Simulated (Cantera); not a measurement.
A closed system holds: 1 mol CH3Cl, 0.23 mol F2, 2.9 mol H2, held at 0.100 bar.

Cantera equilibrium calculation (NASA polynomials, part measured and part estimated; ideal gas, pure solids and liquids). Candidate condensed phases: C, C6H6, C7H8, C8H18; 118 gas species. Equilibrium is a limit: real reactors are often held back by kinetics, nucleation or transport.

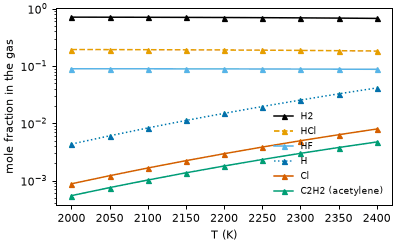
Fig. 1. Equilibrium gas composition (values under 1e-9 drawn at 1e-9)

Problem. Read off the mole fractions at 2150 K.

Solution. H2 about 0.70, HCl about 0.19, HF about 0.089, H about 0.011, Cl about 0.0022, C2H2 (acetylene) about 0.0014.
